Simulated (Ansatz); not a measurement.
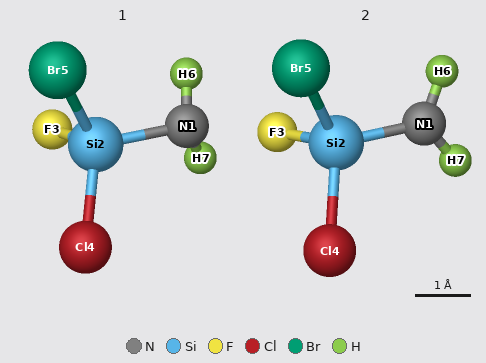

Two geometries of SiNH$_{2}$BrClF (coarse preliminary run), drawn at one scale. One is the start of a relaxation, the other its converged end. Style: ball-and-stick. Shown at a tilt.

Method: RKS PBE-D4/def2-SVP in Ansatz 0.2.0. Settings: force threshold 0.03 eV/Å; at most 200 steps.

### Which geometry has the lower energy?

Structure 2 is the relaxed one. The start comes from a force field. The energy falls by 9.65 kcal/mol in 12 accepted moves (13 points after the start). Largest force component: 3.1 eV/Å at the start, 0.013 eV/Å at the end. The line search rejected the trial step at point 12 of the run. The forces were under the threshold at step 9, but the run went on from there. The largest move after the best rigid fit is that of F3, 0.34 Å. Largest moves by element: F 0.34 Å, H 0.25 Å, N 0.17 Å, Si 0.10 Å, Cl 0.07 Å, Br 0.04 Å. Near-neighbour distances that change, for instance: Si2–Cl4 1.960 → 2.058 Å, N1–H7 0.967 → 1.022 Å, N1–Si2 1.749 → 1.702 Å, Si2–F3 1.597 → 1.632 Å. Bond angles that change, for instance: Si2–N1–H6 104.0° → 121.5°, Si2–N1–H7 106.8° → 121.2°, N1–Si2–F3 105.1° → 115.0°. The run took of the order of 80 core-seconds on a shared host.
